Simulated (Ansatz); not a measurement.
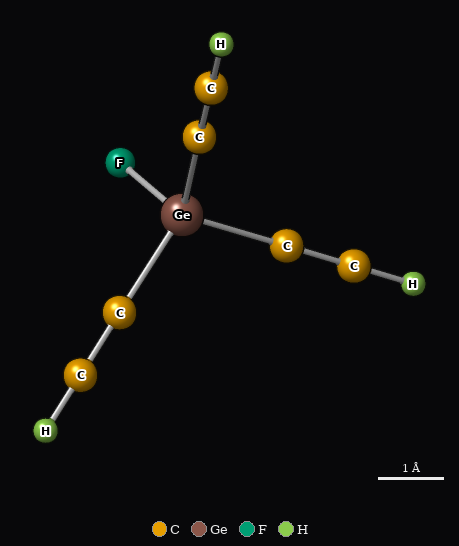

Figure 1. The input geometry (ball-and-stick view, seen at a tilt). Sticks mark near contacts.

Molecular dynamics of C₆H₃FGe (part 1 of 2)

System: C₆H₃FGe, SMILES C#[C][Ge]([F])([C]#C)[C]#C.
Method: RKS r2SCAN-d3bjatm/def2-SVP (Ansatz 0.2.0).

The geometry comes from this level: PBE0-D4/def2-TZVP. Figures and captions count atoms from 1; the log counts them from 0 in places.

## Log
```
Functional definition: r2SCAN
  name "r2SCAN"
  cite "Furness, Kaplan, Ning, Perdew & Sun, J. Phys. Chem. Lett. 11, 8208 (2020) doi:10.1021/acs.jpclett.0c02405"
  cite "Furness, Kaplan, Ning, Perdew & Sun, J. Phys. Chem. Lett. 11, 9248 (2020) doi:10.1021/acs.jpclett.0c03077"
  parent r2scan
  parameter k0 = 0.174
  parameter k1 = 0.065
  parameter a1 = 4.9479
  exchange = r2scan_x(k0 = k0, k1 = k1, a1 = a1)
  correlation = r2scan_c
1621 factors; their error is unknown
mean field evaluation 1: about -65469.2167 eV, gradient 7.3e1 eV
mean field evaluation 2: about -65460.8167 eV, gradient 1.0e2 eV
mean field evaluation 4: about -65481.6365 eV, gradient 1.2e1 eV
mean field evaluation 8: about -65481.9711 eV, gradient 2.7e-1 eV
mean field evaluation 16: about -65481.8991 eV, gradient 1.8e-4 eV
mean field -65481.89913401 eV, -2406.4154079496 hartree, gradient 1.8e-5 eV, S^2 0.000000; 0 other end points of the search recorded, 0 dependent functions left out
the calculation of the forces begins
reference -65481.89914503 eV, -2406.4154083546 hartree; 40, 40 occupied and 105, 105 virtual orbitals, 1621 factors
md step     0: t =     0.00 fs  T =  1500.0 K  F+E_penalty+E_count = -65481.98201182 eV  E_kin = 1.745010 eV  conserved = -65480.23700184 eV  (29 SCF iters)
these checks for a lower state are left out or cut short: starts, cluster_reference, orbital_swaps, neighbouring_geometries, increment
1621 factors; their error is unknown
mean field -65481.83628906 eV, -2406.4130984402 hartree, gradient 1.5e-5 eV, S^2 0.000000; 0 other end points of the search recorded, 0 dependent functions left out
[... from here on the field's lines of each further geometry are left out, up to the last ...]
md step     1: t =     1.00 fs  T =  1452.2 K  F+E_penalty+E_count = -65481.91916589 eV  E_kin = 1.689379 eV  conserved = -65480.22978647 eV  (33 SCF iters, 3 dispersion substeps)
md step     2: t =     2.00 fs  T =  1395.3 K  F+E_penalty+E_count = -65481.84684509 eV  E_kin = 1.623163 eV  conserved = -65480.22368226 eV  (33 SCF iters, 3 dispersion substeps)
md step     3: t =     3.00 fs  T =  1387.9 K  F+E_penalty+E_count = -65481.84484989 eV  E_kin = 1.614619 eV  conserved = -65480.23023119 eV  (33 SCF iters, 3 dispersion substeps)
md step     4: t =     4.00 fs  T =  1370.9 K  F+E_penalty+E_count = -65481.83014402 eV  E_kin = 1.594798 eV  conserved = -65480.23534591 eV  (33 SCF iters, 3 dispersion substeps)
md step     5: t =     5.00 fs  T =  1286.9 K  F+E_penalty+E_count = -65481.72932386 eV  E_kin = 1.497110 eV  conserved = -65480.23221411 eV  (34 SCF iters, 3 dispersion substeps)
md step     6: t =     6.00 fs  T =  1166.3 K  F+E_penalty+E_count = -65481.58420503 eV  E_kin = 1.356855 eV  conserved = -65480.22734980 eV  (34 SCF iters, 3 dispersion substeps)
md step     7: t =     7.00 fs  T =  1068.7 K  F+E_penalty+E_count = -65481.46883211 eV  E_kin = 1.243261 eV  conserved = -65480.22557083 eV  (34 SCF iters, 3 dispersion substeps)
md step     8: t =     8.00 fs  T =  1017.1 K  F+E_penalty+E_count = -65481.41124286 eV  E_kin = 1.183244 eV  conserved = -65480.22799842 eV  (34 SCF iters, 3 dispersion substeps)
md step     9: t =     9.00 fs  T =   981.3 K  F+E_penalty+E_count = -65481.37415540 eV  E_kin = 1.141640 eV  conserved = -65480.23251563 eV  (35 SCF iters, 3 dispersion substeps)
md step    10: t =    10.00 fs  T =   912.1 K  F+E_penalty+E_count = -65481.29377985 eV  E_kin = 1.061089 eV  conserved = -65480.23269080 eV  (35 SCF iters, 3 dispersion substeps)
md step    11: t =    11.00 fs  T =   816.8 K  F+E_penalty+E_count = -65481.17584631 eV  E_kin = 0.950267 eV  conserved = -65480.22557945 eV  (34 SCF iters, 3 dispersion substeps)
md step    12: t =    12.00 fs  T =   771.9 K  F+E_penalty+E_count = -65481.12145888 eV  E_kin = 0.897966 eV  conserved = -65480.22349294 eV  (34 SCF iters, 3 dispersion substeps)
md step    13: t =    13.00 fs  T =   795.1 K  F+E_penalty+E_count = -65481.15663072 eV  E_kin = 0.925025 eV  conserved = -65480.23160566 eV  (33 SCF iters, 3 dispersion substeps)
md step    14: t =    14.00 fs  T =   802.5 K  F+E_penalty+E_count = -65481.16881074 eV  E_kin = 0.933554 eV  conserved = -65480.23525626 eV  (34 SCF iters, 3 dispersion substeps)
md step    15: t =    15.00 fs  T =   747.1 K  F+E_penalty+E_count = -65481.09956951 eV  E_kin = 0.869120 eV  conserved = -65480.23044933 eV  (34 SCF iters, 3 dispersion substeps)
md step    16: t =    16.00 fs  T =   678.8 K  F+E_penalty+E_count = -65481.01446647 eV  E_kin = 0.789679 eV  conserved = -65480.22478713 eV  (33 SCF iters, 3 dispersion substeps)
md step    17: t =    17.00 fs  T =   664.2 K  F+E_penalty+E_count = -65480.99717549 eV  E_kin = 0.772732 eV  conserved = -65480.22444323 eV  (33 SCF iters, 3 dispersion substeps)
md step    18: t =    18.00 fs  T =   706.2 K  F+E_penalty+E_count = -65481.05162750 eV  E_kin = 0.821590 eV  conserved = -65480.23003767 eV  (34 SCF iters, 3 dispersion substeps)
md step    19: t =    19.00 fs  T =   739.6 K  F+E_penalty+E_count = -65481.09520715 eV  E_kin = 0.860454 eV  conserved = -65480.23475285 eV  (34 SCF iters, 3 dispersion substeps)
the calculation of the forces begins
reference -65480.98172206 eV, -2406.3816936823 hartree; 40, 40 occupied and 105, 105 virtual orbitals, 1621 factors
1621 factors; their error is unknown
mean field evaluation 192: about -65481.0454 eV, gradient 2.4e-2 eV
mean field -65480.98171133 eV, -2406.3816932878 hartree, gradient 1.6e-5 eV, S^2 0.000000; 1 other end points of the search recorded, 0 dependent functions left out
the calculation of the forces begins
reference -65480.98172206 eV, -2406.3816936823 hartree; 40, 40 occupied and 105, 105 virtual orbitals, 1621 factors
md step    20: t =    20.00 fs  T =   716.7 K  F+E_penalty+E_count = -65481.06412049 eV  E_kin = 0.833756 eV  conserved = -65480.23036443 eV  (32 SCF iters, 3 dispersion substeps)
```

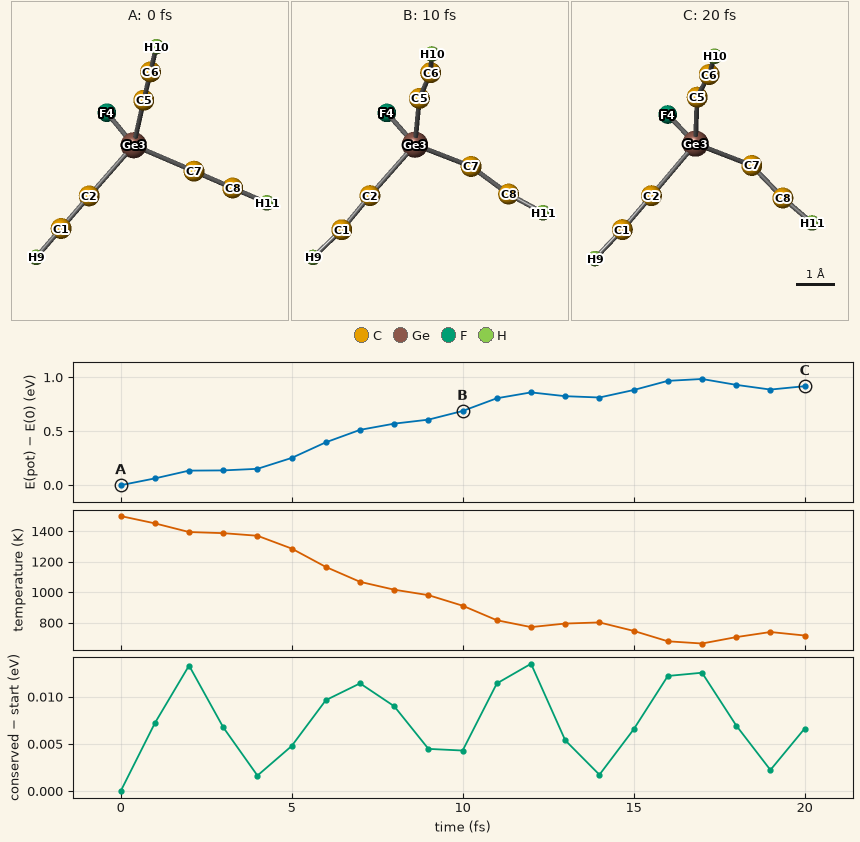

Figure 2. Frames of the molecular dynamics (ball-and-stick, seen at a tilt) above the curves, on which the letters mark them. The trajectory kept here has 21 frames over 20 fs. The temperature starts at 1500 K, ranges from 664 to 1500 K and averages 759 K over the second half. The potential energy ends 0.918 eV above its first value. The conserved quantity stays within 0.014 eV. After an unweighted best fit of the last frame on the first, the root-mean-square displacement is 0.30 Å, and H11 has moved furthest (0.57 Å).

```
Total energy: -65481.06413122 eV, -2406.3847221630 hartree
Atom 0 at    -0.563988    -0.280957     2.885258 Å, force    -0.176739     0.143355    -0.920640 eV/Å
Atom 1 at    -0.466411    -0.075296     1.675552 Å, force    -0.089224    -0.391779     0.145996 eV/Å
Atom 2 at    -0.493714     0.151401    -0.238006 Å, force    -2.780447    -0.048316    -0.582389 eV/Å
Atom 3 at    -2.234420     0.411816    -0.746322 Å, force     1.677760     0.405078     0.899332 eV/Å
Atom 4 at     0.517014     1.740157    -0.573362 Å, force     2.046217     0.694460    -0.916002 eV/Å
Atom 5 at     1.455877     2.528589    -0.823551 Å, force    -2.852438    -2.304370     0.901726 eV/Å
Atom 6 at    -0.417652    -1.495271    -1.269247 Å, force     0.658340     2.102371     1.294675 eV/Å
Atom 7 at     0.212202    -2.533354    -1.268585 Å, force    -0.083138     0.253295    -0.194812 eV/Å
Atom 8 at    -0.756173    -0.462005     3.935595 Å, force     0.218636     0.078686    -0.199672 eV/Å
Atom 9 at     2.212203     3.257454    -0.916857 Å, force     0.666251     0.694697    -0.220863 eV/Å
Atom 10 at     0.811879    -3.376498    -1.350308 Å, force     0.714781    -1.627478    -0.207353 eV/Å
Dipole moment:     0.826143    -0.132515     0.324115 e Å
```

## Trajectory as extended XYZ (Å, eV, eV/Å), 21 frames, from step=0 to step=20
```
11
Properties=species:S:1:pos:R:3:forces:R:3 step=0 time_fs=0.0 energy=-65481.98201 temperature=1500.0
C    -0.6380   -0.2217    2.8844   -0.0336  -0.1480   1.2550
C    -0.6102   -0.0799    1.6898    0.0506   0.1902  -1.6253
Ge   -0.5385    0.1362   -0.1784    0.2538  -0.0661   0.0839
F    -2.1303    0.5502   -0.7061   -0.2829   0.0736  -0.0936
C     0.5971    1.5542   -0.6701   -0.9976  -1.2279   0.4227
C     1.3375    2.4518   -0.9770    0.7745   0.9453  -0.3241
C    -0.0642   -1.4656   -1.0452   -0.4236   1.3933   0.7488
C     0.2556   -2.4892   -1.5912    0.3320  -1.0756  -0.5756
H    -0.6676   -0.3463    3.9430   -0.0117  -0.0454   0.3863
H     1.9896    3.2497   -1.2509    0.2375   0.2918  -0.1004
H     0.5344   -3.3963   -2.0775    0.1010  -0.3312  -0.1778
11
Properties=species:S:1:pos:R:3:forces:R:3 step=1 time_fs=1.0 energy=-65481.91917 temperature=1452.2
C    -0.6311   -0.2248    2.8857   -0.1364  -0.1826   1.4766
C    -0.6042   -0.0786    1.6898    0.0861   0.1559  -1.5037
Ge   -0.5338    0.1362   -0.1812   -0.2523  -0.0333   0.0156
F    -2.1416    0.5433   -0.7108    0.0651   0.0217   0.0449
C     0.5890    1.5630   -0.6616   -0.1250  -0.2566   0.0043
C     1.3478    2.4591   -0.9744   -0.7580  -0.8753   0.3620
C    -0.0859   -1.4663   -1.0595   -0.6118   2.0562   1.1053
C     0.2493   -2.4932   -1.5738    0.2376  -0.5074  -0.2795
H    -0.6958   -0.3559    3.9525    0.0566   0.0089  -0.0270
H     1.9926    3.2418   -1.2079    0.9605   1.1594  -0.4070
H     0.5850   -3.3623   -2.0255    0.4778  -1.5469  -0.7915
11
Properties=species:S:1:pos:R:3:forces:R:3 step=2 time_fs=2.0 energy=-65481.84685 temperature=1395.3
C    -0.6243   -0.2280    2.8883   -0.2464  -0.1816   1.3958
C    -0.5982   -0.0772    1.6885    0.1101   0.0856  -1.0980
Ge   -0.5291    0.1362   -0.1840   -0.7371   0.0169  -0.0563
F    -2.1528    0.5363   -0.7155    0.3839  -0.0181   0.1735
C     0.5807    1.5716   -0.6530    0.6633   0.5801  -0.3715
C     1.3575    2.4657   -0.9715   -1.7675  -2.0156   0.7893
C    -0.1082   -1.4654   -1.0729   -0.7143   2.3951   1.2674
C     0.2433   -2.4977   -1.5565    0.2484  -0.4384  -0.2445
H    -0.7235   -0.3654    3.9617    0.1419   0.0611  -0.3937
H     2.0048    3.2450   -1.1688    1.2448   1.4871  -0.4958
H     0.6401   -3.3432   -1.9811    0.6729  -1.9722  -0.9661
11
Properties=species:S:1:pos:R:3:forces:R:3 step=3 time_fs=3.0 energy=-65481.84485 temperature=1387.9
C    -0.6177   -0.2314    2.8919   -0.3436  -0.1324   0.9453
C    -0.5920   -0.0756    1.6865    0.1236  -0.0147  -0.4715
Ge   -0.5245    0.1362   -0.1869   -1.1819   0.1055  -0.1242
F    -2.1638    0.5294   -0.7201    0.6701  -0.0455   0.2913
C     0.5730    1.5808   -0.6447    1.2221   1.1265  -0.6417
C     1.3658    2.4707   -0.9680   -1.8659  -2.0448   0.9045
C    -0.1310   -1.4625   -1.0853   -0.6897   2.3581   1.2348
C     0.2374   -2.5026   -1.5395    0.6487  -1.1043  -0.5677
H    -0.7498   -0.3743    3.9672    0.2234   0.0939  -0.5902
H     2.0289    3.2624   -1.1344    0.8341   0.9823  -0.3715
H     0.7017   -3.3429   -1.9459    0.3591  -1.3246  -0.6092
11
Properties=species:S:1:pos:R:3:forces:R:3 step=4 time_fs=4.0 energy=-65481.83014 temperature=1370.9
C    -0.6114   -0.2348    2.8963   -0.4090  -0.0390   0.1878
C    -0.5858   -0.0742    1.6840    0.1296  -0.1312   0.2579
Ge   -0.5201    0.1362   -0.1897   -1.5754   0.2445  -0.1764
F    -2.1745    0.5224   -0.7245    0.9234  -0.0609   0.3982
C     0.5663    1.5908   -0.6370    1.5225   1.3659  -0.7957
C     1.3726    2.4741   -0.9638   -1.3229  -1.3226   0.8614
C    -0.1544   -1.4578   -1.0968   -0.4894   1.8677   1.0029
C     0.2321   -2.5083   -1.5229    1.2586  -1.8292  -0.9067
H    -0.7740   -0.3824    3.9670    0.2794   0.0988  -0.5724
H     2.0610    3.2893   -1.1036    0.0182   0.0084  -0.1962
H     0.7668   -3.3553   -1.9166   -0.3349  -0.2023  -0.0608
11
Properties=species:S:1:pos:R:3:forces:R:3 step=5 time_fs=5.0 energy=-65481.72932 temperature=1286.9
C    -0.6054   -0.2383    2.9009   -0.4330   0.0817  -0.7257
C    -0.5794   -0.0728    1.6817    0.1321  -0.2456   0.9497
Ge   -0.5158    0.1362   -0.1925   -1.9127   0.4328  -0.2020
F    -2.1847    0.5154   -0.7288    1.1453  -0.0654   0.4942
C     0.5608    1.6019   -0.6299    1.6033   1.3541  -0.8543
C     1.3784    2.4763   -0.9588   -0.6413  -0.4618   0.8037
C    -0.1781   -1.4515   -1.1074   -0.0943   0.9118   0.6038
C     0.2278   -2.5155   -1.5070    1.6793  -1.9192  -0.9641
H    -0.7955   -0.3895    3.9613    0.2971   0.0763  -0.3647
H     2.0932    3.3162   -1.0747   -0.7426  -0.8851  -0.0919
H     0.8286   -3.3696   -1.8878   -1.0332   0.7203   0.3514
11
Properties=species:S:1:pos:R:3:forces:R:3 step=6 time_fs=6.0 energy=-65481.58420 temperature=1166.3
C    -0.5997   -0.2418    2.9048   -0.4211   0.2034  -1.5942
C    -0.5730   -0.0716    1.6802    0.1349  -0.3398   1.4729
Ge   -0.5119    0.1363   -0.1954   -2.1923   0.6550  -0.1954
F    -2.1943    0.5083   -0.7328    1.3377  -0.0605   0.5797
C     0.5566    1.6141   -0.6235    1.5205   1.1607  -0.8458
C     1.3836    2.4783   -0.9533   -0.1176   0.1893   0.7760
C    -0.2020   -1.4446   -1.1175    0.4545  -0.3743   0.1228
C     0.2248   -2.5242   -1.4919    1.7118  -1.2491  -0.7255
H    -0.8142   -0.3958    3.9522    0.2792   0.0361  -0.0498
H     2.1184    3.3347   -1.0466   -1.2070  -1.4203  -0.0762
H     0.8806   -3.3771   -1.8557   -1.5007   1.1994   0.5355
11
Properties=species:S:1:pos:R:3:forces:R:3 step=7 time_fs=7.0 energy=-65481.46883 temperature=1068.7
C    -0.5944   -0.2450    2.9075   -0.3981   0.2940  -2.2005
C    -0.5664   -0.0706    1.6799    0.1413  -0.3989   1.7289
Ge   -0.5082    0.1365   -0.1983   -2.4156   0.8850  -0.1595
F    -2.2032    0.5013   -0.7365    1.5029  -0.0480   0.6549
C     0.5536    1.6272   -0.6177    1.3248   0.8460  -0.7948
C     1.3887    2.4803   -0.9471    0.1457   0.5194   0.7747
C    -0.2255   -1.4379   -1.1275    1.0725  -1.7565  -0.3336
C     0.2232   -2.5339   -1.4774    1.3591  -0.0381  -0.3123
H    -0.8302   -0.4018    3.9425    0.2481  -0.0040   0.2439
H     2.1320    3.3395   -1.0193   -1.3193  -1.5424  -0.1221
H     0.9182   -3.3731   -1.8185   -1.6615   1.2435   0.5202
```
